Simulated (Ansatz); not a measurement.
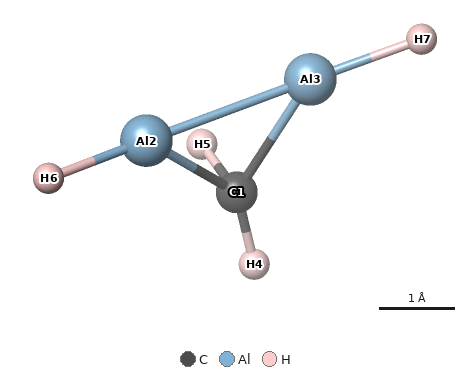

**Figure 1.** The structure (ball-and-stick view, seen at a tilt; atoms are numbered from 1 in the order of the input). Sticks mark near contacts.

# CH$_{4}$Al$_{2}$: single-point calculation

CH$_{4}$Al$_{2}$, computed with RKS revPBE-d3bj/pcseg-2 (Ansatz 0.2.0).

The geometry comes from this level: PBE0-D4/def2-TZVP. Figures and captions count atoms from 1; the log counts them from 0 in places.

**Output**
```
Functional definition: revPBE
  name "revPBE"
  cite "Zhang & Yang, Phys. Rev. Lett. 80, 890 (1998) doi:10.1103/PhysRevLett.80.890"
  cite "Perdew, Burke & Ernzerhof, Phys. Rev. Lett. 77, 3865 (1996) doi:10.1103/PhysRevLett.77.3865"
  parameter kappa = 1.245
  parameter beta = 0.06672455060314922
  exchange = pbe_x(kappa = kappa, mu = beta*pi^2/3)
  correlation = pbe_c(beta = beta)
2751 factors; integrals over basis functions are off by at most 3.6e-9 eV
mean field evaluation 1: about -14276.7316 eV, gradient 7.8e1 eV
mean field evaluation 2: about -14204.3629 eV, gradient 1.3e2 eV
mean field evaluation 4: about -14291.6518 eV, gradient 9.1e0 eV
mean field evaluation 8: about -14291.9384 eV, gradient 4.0e-1 eV
mean field evaluation 16: about -14291.9390 eV, gradient 2.2e-4 eV
mean field -14291.93900668 eV, -525.2190710711 hartree, gradient 6.4e-8 eV, S^2 0.000000; 0 other end points of the search recorded, 0 dependent functions left out
the calculation of the forces begins
reference -14291.93901215 eV, -525.2190712721 hartree; 18, 18 occupied and 136, 136 virtual orbitals, 2751 factors
Total energy: -14292.21091900 eV, -525.2290636649 hartree
Atom 0 at    -0.661670    -0.118702    -0.413429 Å, force    -0.117227    -0.080149     0.008255 eV/Å
Atom 1 at     0.072880     0.914641     1.079064 Å, force     0.062184     0.190187     0.177309 eV/Å
Atom 2 at     1.158705    -0.820680    -0.246661 Å, force     0.244021    -0.100437    -0.044706 eV/Å
Atom 3 at    -1.637462    -0.494025    -0.721729 Å, force    -0.226524    -0.084768    -0.074490 eV/Å
Atom 4 at    -0.328910     0.658816    -1.156572 Å, force     0.038731     0.128625    -0.136087 eV/Å
Atom 5 at    -0.506461     1.870989     2.214225 Å, force    -0.069102     0.082793     0.118454 eV/Å
Atom 6 at     1.964118    -2.078941    -0.800697 Å, force     0.067917    -0.136251    -0.048735 eV/Å
Dipole moment:    -0.048096     0.009198    -0.051273 e Å
```

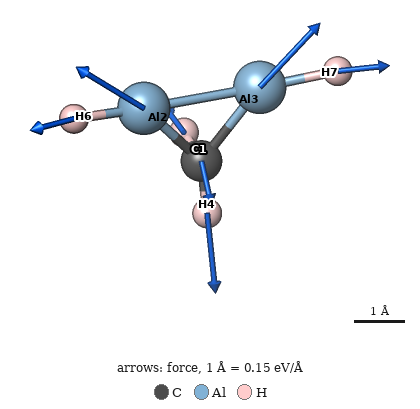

**Figure 2.** Forces on the atoms as blue arrows (ball-and-stick view, seen at a tilt; atoms are numbered from 1 in the order of the input). The largest act on Al2, Al3 (0.27 eV/Å); H4 (0.25 eV/Å); H5 (0.19 eV/Å); H6, H7 (0.16 eV/Å), among others. The geometry is not a stationary point of this energy.

This output came from the following input.

**Input**
```yaml
crystal:
  periodic: [false, false, false]
  atoms:
    - {symbol: C, position_ang: [-0.661670, -0.118702, -0.413429]}
    - {symbol: Al, position_ang: [0.072880, 0.914641, 1.079064]}
    - {symbol: Al, position_ang: [1.158705, -0.820680, -0.246661]}
    - {symbol: H, position_ang: [-1.637462, -0.494025, -0.721729]}
    - {symbol: H, position_ang: [-0.328910, 0.658816, -1.156572]}
    - {symbol: H, position_ang: [-0.506461, 1.870989, 2.214225]}
    - {symbol: H, position_ang: [1.964118, -2.078941, -0.800697]}
basis:
  gaussian: {orbitals: pcseg-2, final_grid: {core_spheres: 20, valence_spheres: 16, degree: 47}, nuclear_model: gaussian}
hamiltonian: {xc: {name: revPBE}, dispersion: d3bj}
accuracy: high
output: {forces: true}
```

Command:
```bash
ansatz run in.yaml --threads 2 --pin off --events-out ev --progress --plain --max-ram 4352MiB
```

**Results in brief**

- outcome: converged
- total energy: −14292.2109 eV
- mean-field energy: −14291.9390 eV
- dispersion energy: −0.2719 eV
- SCF solution under orbital rotations: stable
- largest force (length of the vector): 0.268 eV/Å
- dipole moment: 0.34 D
- hardware: 2 threads of Arm Neoverse V1, 23 GiB of memory available, shared host
- wall time: 9.5 s (CPU time 18 s)
- peak memory: 0.49 GiB
